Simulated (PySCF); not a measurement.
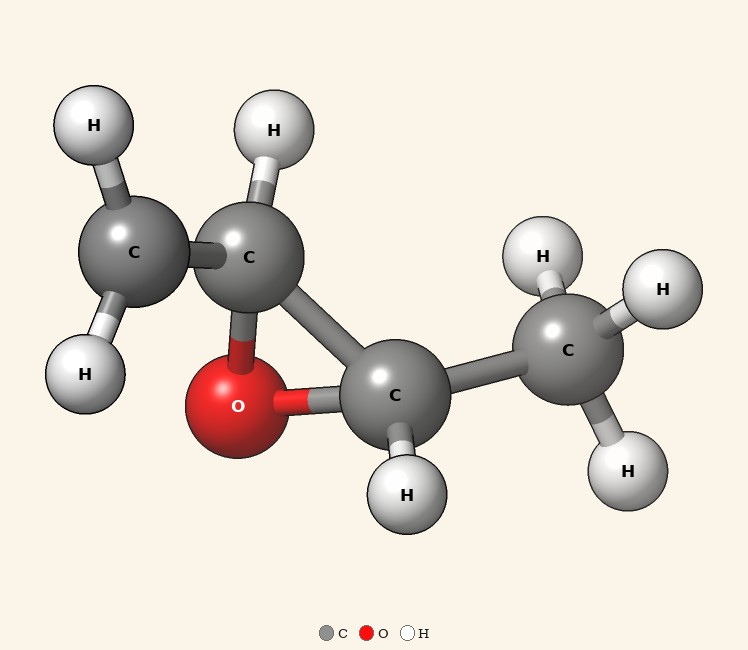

Charge 0, doublet. Computed geometry: GFN2-xTB optimisation. No frequency run is at hand to confirm it as a minimum. Method: UKS B3LYP, pcH-1 on C H O, non-relativistic (PySCF 2.14.0).

What does the calculation give?

The species is C4H7O (`[CH2][C@@H]1O[C@H]1C`).
- ⟨S²⟩ of the determinant: 0.755
- isotropic g value: 2.00281
